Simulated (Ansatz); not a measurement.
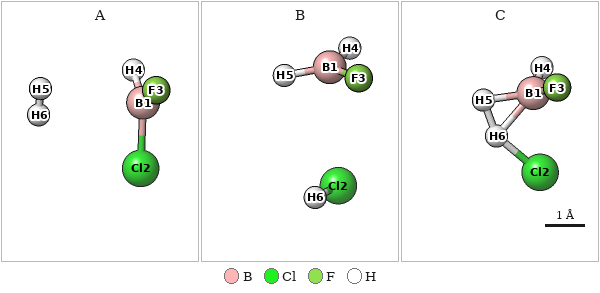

3 geometries from a converged minimum-energy path of BH$_{3}$ClF, made up at the start of BHClF and H$_{2}$, shuffled. Style: ball-and-stick. Shown at a tilt.

Computed with RHF/def2-SVP in Ansatz 0.2.0. Settings: 5 movable images; climbing image; force threshold 0.03 eV/Å; iteration limit 60; starting path through a guess of the saddle point.

> One of them is the converged climbing image. Which?

C. In order along the path, whose images run from 0 to 6: A (image 1, +0.03 eV), C (image 3, +2.14 eV), B (image 5, +0.61 eV). Breaking: B1–Cl2 (1.76 → 2.15 at the top → 3.42 Å), H5–H6 (0.75 → 1.03 at the top → 3.70 Å). Forming: B1–H5 (3.67 → 1.31 at the top → 1.20 Å), Cl2–H6 (3.58 → 1.55 at the top → 1.27 Å).

Limits of the set-up: the start holds two separate molecules, 3.5 Å apart at their closest, whose relative position is a soft coordinate and is computed without a dispersion correction; Hartree-Fock leaves out electron correlation.

The run took 75 s on 1 thread of Arm Neoverse V1, with other jobs on the host, peak memory 0.1 GiB.
